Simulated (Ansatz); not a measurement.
# One shape, several levels: doublet HBr+

Aim: a comparison of 6 runs (UHF/STO-3G, U-r2SCAN/STO-3G, UCAM-B3LYP/STO-3G, UHSE06/STO-3G, UBCCD(T)/STO-3G, FCI/STO-3G) of doublet HBr+. 

The results are computed with Ansatz 0.2.0.

35 further runs of the same task are left out: 4 that didn't finish, 31 set aside as unsound or not needed.

## (1) Starting point

The species is HBr+ (2 atoms), meant as a doublet with charge +1. As SMILES of the parent species, `Br`. Geometry: relaxed at GFN2-xTB. That shape belongs to the parent species and isn't relaxed for this state.

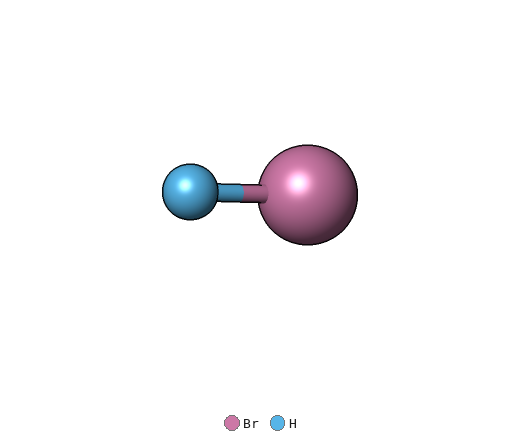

Viewed from a chosen angle; bromine pink, hydrogen blue.

## (2) A single-point energy at UHF/STO-3G (run 1)

Contents of in.yaml:

```yaml
crystal:
  periodic: [false, false, false]
  atoms:
    - symbol: Br
      position_ang: [-0.594900, 0.214950, -0.300840]
    - symbol: H
      position_ang: [0.594900, -0.214950, 0.300840]
basis:
  gaussian: {orbitals: STO-3G}
magnetization: {spin_polarized: true, initial_magnetization: 1}
accuracy: high
total_charge: 1
hamiltonian: {xc: hf}
```

Command:

```console
$ ansatz run in.yaml --threads 1 --pin off --max-ram 2610MiB --events-out events.jsonl --progress --plain --runs-dir runs
```

Output:

```text
Warning: RAYON_NUM_THREADS=1 ignored (pool sized by the plan → 1); use --threads N
Functional definition: HF
  name "HF"
  exchange = exact_x
  correlation = 0
211 factors; integrals over basis functions are off by at most 9.3e-9 eV
mean field evaluation 1: about -69250.0790 eV, gradient 5.0e0 eV
mean field evaluation 2: about -69250.0897 eV, gradient 5.0e0 eV
mean field evaluation 4: about -69250.3588 eV, gradient 2.2e-1 eV
mean field evaluation 8: about -69250.3598 eV, gradient 4.1e-6 eV
mean field -69250.35980384 eV, -2544.9037832115 hartree, gradient 9.0e-9 eV, S^2 0.752629; 0 other end points of the search recorded, 0 dependent functions left out
reference -69250.35980384 eV, -2544.9037832115 hartree; 18, 17 occupied and 1, 2 virtual orbitals, 211 factors
Total energy: -69250.35980384 eV, -2544.9037832115 hartree
```

Run time: 0.1 s. Hardware: 1 thread of Arm Neoverse V1, shared host.

## (3) The energy at U-r2SCAN/STO-3G (run 2)

Contents of run.yaml:

```yaml
crystal:
  periodic: [false, false, false]
  atoms:
    - {symbol: Br, position_ang: [-0.594900, 0.214950, -0.300840]}
    - {symbol: H, position_ang: [0.594900, -0.214950, 0.300840]}
basis:
  gaussian:
    orbitals: STO-3G
hamiltonian:
  xc: {name: r2SCAN}
magnetization:
  spin_polarized: true
  initial_magnetization: 1
accuracy: high
total_charge: 1
```

Command:

```console
$ ansatz run run.yaml --threads 1 --pin off --max-ram 2610MiB --events-out events.jsonl --progress --plain --runs-dir runs
```

Output:

```text
Warning: RAYON_NUM_THREADS=1 ignored (pool sized by the plan → 1); use --threads N
Functional definition: r2SCAN
  name "r2SCAN"
  parameter k0 = 0.174
  parameter k1 = 0.065
  parameter a1 = 4.9479
  exchange = r2scan_x(k0 = k0, k1 = k1, a1 = a1)
  correlation = r2scan_c
211 factors; integrals over basis functions are off by at most 9.3e-9 eV
mean field evaluation 1: about -69288.3953 eV, gradient 3.2e0 eV
mean field evaluation 2: about -69288.4651 eV, gradient 2.1e0 eV
mean field evaluation 4: about -69288.5088 eV, gradient 1.0e-1 eV
mean field evaluation 8: about -69288.4967 eV, gradient 6.5e-4 eV
mean field evaluation 16: about -69288.4943 eV, gradient 5.3e-5 eV
mean field -69288.49666098 eV, -2546.3052868611 hartree, gradient 3.0e-8 eV, S^2 0.751148; 1 other end points of the search recorded, 0 dependent functions left out
reference -69288.49666141 eV, -2546.3052868771 hartree; 18, 17 occupied and 1, 2 virtual orbitals, 211 factors
Total energy: -69288.49666141 eV, -2546.3052868771 hartree
```

Run time: 3.3 s. Hardware: 1 thread of Arm Neoverse V1, shared host; peak memory 0.15 GiB.

Runs 3 to 4 aren't shown in full; the table further down has their settings and results.

## (4) The energy at UBCCD(T)/STO-3G (run 5)

Contents of input.yaml:

```yaml
crystal:
  periodic: [false, false, false]
  atoms:
    - {symbol: Br, position_ang: [-0.594900, 0.214950, -0.300840]}
    - {symbol: H, position_ang: [0.594900, -0.214950, 0.300840]}
basis:
  gaussian:
    orbitals: STO-3G
total_charge: 1
magnetization:
  spin_polarized: true
  initial_magnetization: 1
correlation:
  method: bccd_t
  frozen_orbitals: {Br: 9, H: 0}
accuracy: high
scf:
  omitted_lower_state_checks: [cluster_reference, increment]
```

Command:

```console
$ ansatz run input.yaml --threads 1 --pin off --max-ram 2610MiB --events-out events.jsonl --progress --plain --runs-dir runs
```

Output, cut to the lines that bear on the results:

```text
Warning: RAYON_NUM_THREADS=1 ignored (pool sized by the plan → 1); use --threads N
[... 2 set-up lines as earlier in the session ...]
[...]
211 factors; integrals over basis functions are off by at most 9.3e-9 eV
[...]
mean field -69250.35980384 eV, -2544.9037832115 hartree, gradient 9.0e-9 eV, S^2 0.752629; 2 other end points of the search recorded, 0 dependent functions left out
9 core orbitals not correlated: weight in the atoms' cores, before any rotation towards them, 1.000 or more for the frozen orbitals, at most 0.000 for the correlated occupied ones
reference -69250.35980384 eV, -2544.9037832115 hartree; 9, 8 occupied and 1, 2 virtual orbitals, 211 factors
second order -0.32412976 eV of doubles, -0.00000000 eV of singles
cycle   1  -0.42741508 eV  change   -1.0e-1 eV  update   2.8e-2
[...]
cycle  15  -0.49182596 eV  change  -4.0e-10 eV  update  9.3e-10
perturbative correction -0.00001750 eV, -0.0000006429 hartree
Total energy: -69250.85164730 eV, -2544.9218581250 hartree
Checks for a lower state left out: cluster_reference, increment
```

Wall time 0.22 s (1 thread of Arm Neoverse V1, shared host).

## (5) A single-point energy at FCI/STO-3G (run 6)

Contents of in.yaml:

```yaml
crystal:
  periodic: [false, false, false]
  atoms:
    - {symbol: Br, position_ang: [-0.594900, 0.214950, -0.300840]}
    - {symbol: H, position_ang: [0.594900, -0.214950, 0.300840]}
basis:
  gaussian:
    orbitals: STO-3G
total_charge: 1
magnetization:
  spin_polarized: true
  initial_magnetization: 1
correlation:
  method: fci
  frozen_orbitals: {Br: 9, H: 0}
accuracy: high
```

Command:

```console
$ ansatz run in.yaml --threads 1 --pin off --max-ram 2610MiB --events-out events.jsonl --progress --plain --runs-dir runs
```

Output:

```text
Warning: RAYON_NUM_THREADS=1 ignored (pool sized by the plan → 1); use --threads N
[... 4 set-up lines as earlier in the session ...]
211 factors; integrals over basis functions are off by at most 9.3e-9 eV
mean field evaluation 1: about -69250.0790 eV, gradient 5.0e0 eV
mean field evaluation 2: about -69250.0897 eV, gradient 5.0e0 eV
mean field evaluation 4: about -69250.3588 eV, gradient 2.2e-1 eV
mean field evaluation 8: about -69250.3598 eV, gradient 4.1e-6 eV
mean field evaluation 16: about -69250.3598 eV, gradient 9.0e-9 eV
mean field -69250.35980384 eV, -2544.9037832115 hartree, gradient 9.0e-9 eV, S^2 0.752629; 2 other end points of the search recorded, 0 dependent functions left out
9 core orbitals not correlated: weight in the atoms' cores, before any rotation towards them, 1.000 or more for the frozen orbitals, at most 0.000 for the correlated occupied ones
reference -69250.34102689 eV, -2544.9030931713 hartree; 9, 8 occupied and 1, 2 virtual orbitals, 211 factors
state -69250.85164681 eV, -2544.9218581069 hartree
Total energy: -69250.85164681 eV, -2544.9218581069 hartree
```

Run time: 0.16 s. Hardware: 1 thread of Arm Neoverse V1, shared host.

## (6) All runs side by side

```csv
run,level,frozen core orbitals,energy (Eh),⟨S²⟩,wall time
1,UHF/STO-3G,–,-2544.903783,0.753,0.1 s
2,U-r2SCAN/STO-3G,–,-2546.305287,0.751,3.3 s
3,UCAM-B3LYP/STO-3G,–,-2546.290104,0.751,1.1 s
4,UHSE06/STO-3G,–,-2545.999608,0.751,1.3 s
5,UBCCD(T)/STO-3G,9,-2544.921858,0.753,0.22 s
6,FCI/STO-3G,9,-2544.921858,–,0.16 s
```

## (7) Results

```
                                          quantity           value
                               run 6: total energy  -2544.92186 Eh
run 6: correlation energy (9 core orbitals frozen)       -18.8 mEh
```

Against full CI in this basis: UHF +18.1 mEh; UBCCD(T) -0.0 mEh. Totals of different functionals can't be ranked against each other. In runs 1, 2, 3, 4, 5, 6 the basis is minimal, so the values are rough. All runs together took 6.2 s, the longest 3.3 s.
